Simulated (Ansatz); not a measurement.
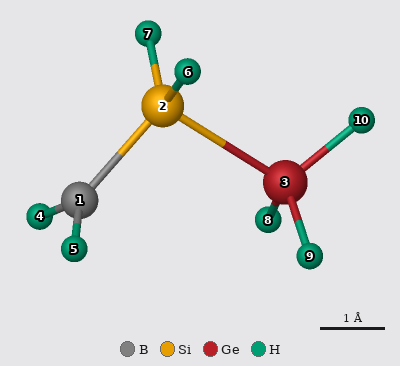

BGeSiH7, before the relaxation. The picture is a ball-and-stick view, seen at a tilt.

The start comes from PBE-D4/def2-SVP.

Computed with RKS PBE0-D4/def2-TZVP in Ansatz.

Input
```yaml
crystal:
  periodic: [false, false, false]
  atoms:
    - {symbol: B, position_ang: [-1.583232, 0.439765, -0.892933]}
    - {symbol: Si, position_ang: [0.321653, 0.884291, -0.576386]}
    - {symbol: Ge, position_ang: [0.852967, -0.897324, 0.977667]}
    - {symbol: H, position_ang: [-1.900068, -0.360962, -1.751754]}
    - {symbol: H, position_ang: [-2.446466, 0.851912, -0.141571]}
    - {symbol: H, position_ang: [0.612803, 2.172168, 0.146753]}
    - {symbol: H, position_ang: [1.269450, 0.728698, -1.735358]}
    - {symbol: H, position_ang: [0.619526, -2.289640, 0.334396]}
    - {symbol: H, position_ang: [-0.012423, -0.793398, 2.261004]}
    - {symbol: H, position_ang: [2.348990, -0.786810, 1.381282]}
basis:
  gaussian: {orbitals: def2-TZVP}
hamiltonian: {xc: pbe0, dispersion: d4}
relax: {f_tol: 0.005, max_steps: 150}
```

Run as
```bash
ansatz run in.yaml --threads 2 --pin off --events-out ev --progress --plain --max-ram 4352MiB
```

> Where does the relaxation end?

The atom that moves furthest after the best rigid fit is H5 (0.073 Å). By element the largest moves are H 0.073 Å, Si 0.049 Å, Ge 0.035 Å, B 0.029 Å. Some distances before and after: Si2–Ge3 2.423 → 2.400 Å, B1–H4 1.216 → 1.195 Å, Si2–H6 1.505 → 1.488 Å, Ge3–H10 1.553 → 1.538 Å. Bond angles that change, for instance: B1–Si2–Ge3 98.5° → 101.7°. Over 8 geometry steps the energy falls by 2.42 kJ/mol. Largest force component: 0.37 eV/Å at the start, 0.0027 eV/Å at the end. The run took 39 s on 2 threads of Arm Neoverse V1 (shared host).

Final geometry:

```xyz
10

B    -1.5998    0.4574   -0.9088
Si    0.3130    0.8453   -0.5481
Ge    0.8838   -0.9042    0.9926
H    -1.9178   -0.3097   -1.7688
H    -2.4581    0.8935   -0.1999
H     0.5856    2.1369    0.1396
H     1.2244    0.7105   -1.7172
H     0.6618   -2.2867    0.3569
H     0.0258   -0.8121    2.2653
H     2.3644   -0.7821    1.3914
```

After the run, drawn alike:

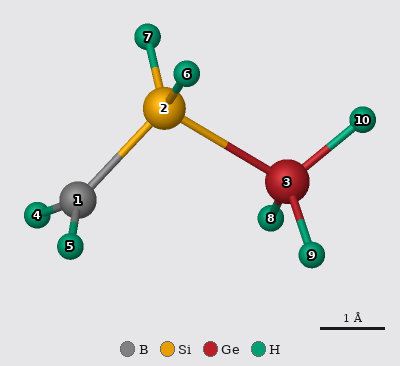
